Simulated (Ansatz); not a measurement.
**CBF₃O: inputs that go wrong**

Aim: try 2 inputs for CBF₃O as typed, read how each ends, and find what has to change.

Method: the settings change from run to run; program: Ansatz 0.2.0, Gaussian basis.

**1. The geometry**

The geometry comes from an earlier relaxation with r2SCAN-D4/def2-SVP; it is a stationary point.

6 atoms, charge 0, spin multiplicity 1.

Atoms are counted from 1 here; the program's logs count them from 0.

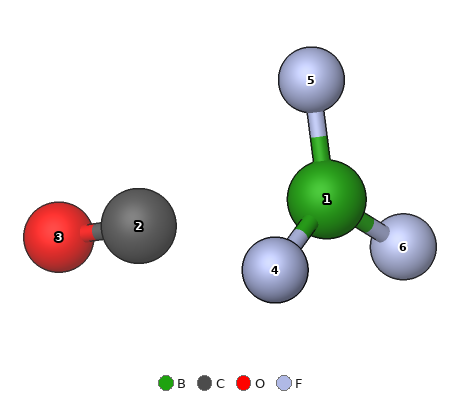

The structure; boron green, carbon dark grey, oxygen red, fluorine light blue; atoms are numbered from 1 in the order of the file.

Coordinates:

```xyz
6
CBF3O
B    -0.0224    0.0034   -1.0517
C     0.0345   -0.0051    1.6067
O     0.0584   -0.0084    2.7366
F     1.2925   -0.0257   -1.1251
F    -0.6568    1.1581   -1.0816
F    -0.7062   -1.1222   -1.0849
```

**2. Input 1**

in.yaml reads:

```yaml
crystal:
  periodic: [false, false, false]
  atoms:
    - {symbol: B, position_ang: [-0.022449, 0.003355, -1.051667]}
    - {symbol: C, position_ang: [0.034511, -0.005104, 1.606652]}
    - {symbol: O, position_ang: [0.058393, -0.008449, 2.736599]}
    - {symbol: F, position_ang: [1.292527, -0.025701, -1.125137]}
    - {symbol: F, position_ang: [-0.656770, 1.158053, -1.081566]}
    - {symbol: F, position_ang: [-0.706212, -1.122154, -1.084881]}
basis:
  gaussian: {orbitals: aug-cc-pVDZ, nuclear_model: gaussian}
magnetization: {spin_polarized: true, initial_magnetization: 2}
hamiltonian: {xc: {name: rPW86-PBE}, dispersion: rvv10}
kpoints: {mp_grid: {grid: [2, 2, 2]}}
```

Started as:

```
$ ansatz run in.yaml --threads 4 --pin off --events-out ev --progress --plain --max-ram 3916MiB
```

The program printed:

```text
Error: invalid value for `basis.gaussian`: such a run doesn't read kpoints; remove what it names
```

Run time: 0.05 s. Hardware: 4 threads of Arm Neoverse V2, shared host.

**Diagnosis.** The program refused the input. The input holds a key that doesn't belong there. It also asks for charge 0 and multiplicity 3, another species or state than the molecule above. To mend it, remove the key, or spell it as the input reference has it, and set charge and spin to those of the species named.

**3. Input 2**

in.yaml reads:

```yaml
crystal:
  periodic: [false, false, false]
  atoms:
    - {symbol: B, position_ang: [0.042643, -0.031119, 2.113881]}
    - {symbol: C, position_ang: [0.042643, -0.081119, 1.813881]}
    - {symbol: O, position_ang: [0.060120, -0.187542, 2.702748]}
    - {symbol: F, position_ang: [1.208866, 0.025373, -1.128946]}
    - {symbol: F, position_ang: [-0.699735, 1.294579, -1.055027]}
    - {symbol: F, position_ang: [-0.630831, -1.169743, -1.109679]}
basis:
  gaussian: {orbitals: cc-pVDZ, nuclear_model: gaussian}
hamiltonian: {xc: {name: PBE0-DH}}
```

Launched as before.

The program printed, shortened:

```text
Functional definition: PBE0-DH
  name "PBE0-DH"
  cite "Brémond & Adamo, J. Chem. Phys. 135, 024106 (2011) doi:10.1063/1.3604569"
  cite "Perdew, Burke & Ernzerhof, Phys. Rev. Lett. 77, 3865 (1996) doi:10.1103/PhysRevLett.77.3865"
[...]
789 factors; integrals over basis functions are off by at most 5.7e-4 eV
[...]
mean field -11405.04122390 eV, -419.1275343637 hartree, gradient 6.6e-6 eV, S^2 0.000000; 5 other end points of the search recorded, 0 dependent functions left out; unrestricted orbitals would lower it
6 core orbitals not correlated: weight in the atoms' cores, before any rotation towards them, 0.994 or more for the frozen orbitals, at most 0.002 for the correlated occupied ones
reference -11405.04123533 eV, -419.1275347837 hartree; 17, 17 occupied and 61, 61 virtual orbitals, 789 factors
second order -36.98173576 eV of doubles, -0.00000000 eV of singles
Total energy: -11409.66395230 eV, -419.2974164990 hartree
```

Run time: 2.5 s. Hardware: 4 threads of Arm Neoverse V2, shared host.

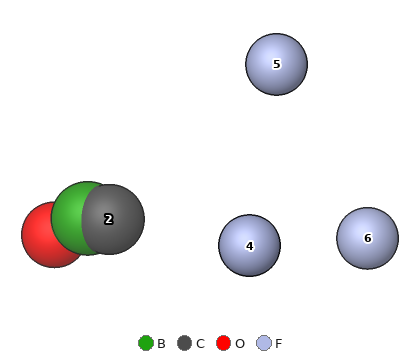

The geometry of this input.

What is wrong: The run converged, but a converged run isn't a right one. One atom was put on top of another. The shortest distance is 0.30 Å (B1–C2), against 1.13 Å in the relaxed molecule. Its coordinates are also moved off the relaxed structure (shortest distance 0.30 Å, against 1.13 Å), and have to be restored too. Its energy is no property of the relaxed molecule. Cure: restore the atom's position.

**4. Summary**

```
input                  level      ended                                            cause    time
    1  rPW86-PBE/aug-cc-pVDZ    refused  the input holds a key that doesn't belong there  0.05 s
    2        PBE0-DH/cc-pVDZ  converged               one atom was put on top of another   2.5 s
```

**Reading.** 1 refused, 1 converged. A refusal costs next to no computing time. The dangerous case is the input that converges on a wrong geometry, charge, spin, basis or grid: often only a look at the input shows it.
